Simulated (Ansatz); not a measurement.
**Fields on a plane of WC (WC type, space group P-6m2)**

```yaml
crystal:
  lattice:
    - [2.92185, 0.00000, 0.00000]
    - [-1.46093, 2.53040, 0.00000]
    - [0.00000, 0.00000, 2.84710]
  atoms:
    - { symbol: W, position: [0.00000, 0.00000, 0.00000] }
    - { symbol: C, position: [0.66667, 0.33333, 0.50000] }
```

The slice is a (-1 1 0 0) plane (indices of the conventional cell) through the point (0.000, 0.000, 0.000) (fractional), spanned by u = [001] and v = [110] in vectors of this cell: u (2.85 Å) and v (2.92 Å, at 90° to u). It covers one period; positions are fractions (u, v).

Atoms on it: W at (0.00, 0.00). Other atoms lie within 1 Å of the plane.

The numbers are results of PBE (plane waves to 420 eV, PAW, scalar-relativistic; Ansatz, an electronic-structure program), not measurements. k mesh 18×18×16. Inside the PAW spheres the values are not all-electron values, and peaks at nuclei hang on which shells count as valence. Spin-orbit coupling is left out, though W is heavy. WC is run without spin polarisation. WC was relaxed with its symmetry unable to fall.

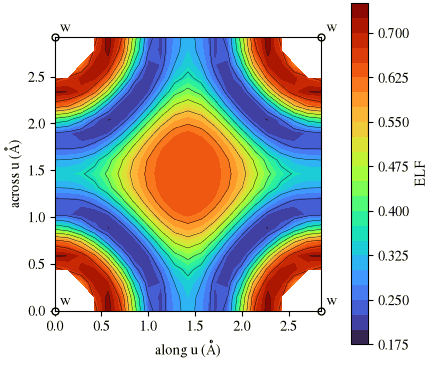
Figure: Electron localisation function (ELF), one period of the plane, atoms marked. Points within 0.4 Å of a nucleus are left white, as the pseudised field means little there.

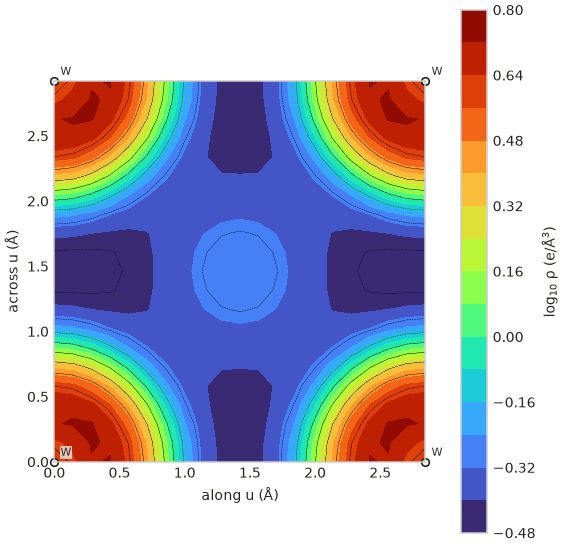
Log₁₀ of the valence density in e/Å³, one period of the plane, atoms marked. The scale is logarithmic, as a density can span decades between atoms and voids.
